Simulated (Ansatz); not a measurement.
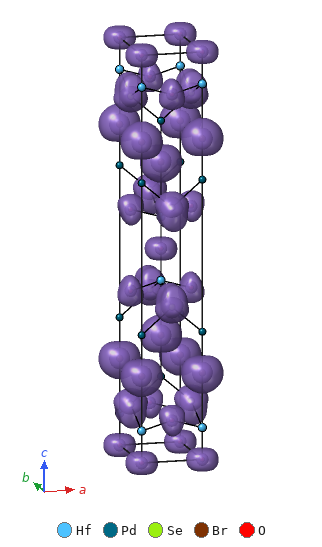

The picture shows: Hf$_{2}$Pd$_{2}$Se$_{2}$Br$_{2}$O$_{3}$. Isosurface of the electron localisation function at 0.7 (purple), seen slightly off an axis. Core shells and regions of very low density are left out. Sticks mark near contacts.

Space group Immm; a generated structure, not necessarily the stable one.

Level of theory: Kohn-Sham DFT of a periodic cell, LDA, Ansatz PAW in Ansatz.

Core electrons are frozen (PAW), and the valence fields are smoothed inside the atomic spheres.

```cif
data_structure
_symmetry_space_group_name_H-M 'P 1'
_symmetry_Int_Tables_number 1
_cell_length_a 3.6871
_cell_length_b 5.0334
_cell_length_c 24.5209
_cell_angle_alpha 90.000
_cell_angle_beta 90.000
_cell_angle_gamma 90.000
_cell_volume 455.07
loop_
_atom_site_label
_atom_site_type_symbol
_atom_site_fract_x
_atom_site_fract_y
_atom_site_fract_z
_atom_site_occupancy
Hf1 Hf 0.50000 0.50000 0.42177 1
Hf2 Hf 0.00000 0.00000 0.92177 1
Hf3 Hf 0.00000 0.00000 0.07823 1
Hf4 Hf 0.50000 0.50000 0.57823 1
Pd1 Pd 0.50000 0.50000 0.18651 1
Pd2 Pd 0.00000 0.00000 0.68651 1
Pd3 Pd 0.00000 0.00000 0.31349 1
Pd4 Pd 0.50000 0.50000 0.81349 1
Se1 Se 0.00000 0.50000 0.12213 1
Se2 Se 0.50000 0.00000 0.62213 1
Se3 Se 0.50000 0.00000 0.37787 1
Se4 Se 0.00000 0.50000 0.87787 1
Br1 Br 0.50000 0.50000 0.28729 1
Br2 Br 0.00000 0.00000 0.78729 1
Br3 Br 0.00000 0.00000 0.21271 1
Br4 Br 0.50000 0.50000 0.71271 1
O1 O 0.00000 0.50000 0.39972 1
O2 O 0.50000 0.00000 0.89972 1
O3 O 0.50000 0.00000 0.10028 1
O4 O 0.00000 0.50000 0.60028 1
O5 O 0.00000 0.00000 0.00000 1
O6 O 0.50000 0.50000 0.50000 1
```

> What do the ELF domains correspond to?

The ELF exceeds this value in four regions wrapped around Br (the valence shell of each), six regions wrapped around O (the valence shell of each) and four regions wrapped around Se (the valence shell of each), counted in one cell of 22 atoms. Regions shared between cells count once.

Values along the shortest contacts:
Hf–O (1.92 Å): the ELF peaks at about 0.80 in the valence shell of O, 0.6 Å from its nucleus, and drops to about 0.25 between the two atoms (no localised pair shows between them). Pd–Se (2.43 Å): the ELF is about 0.40 at the midpoint.
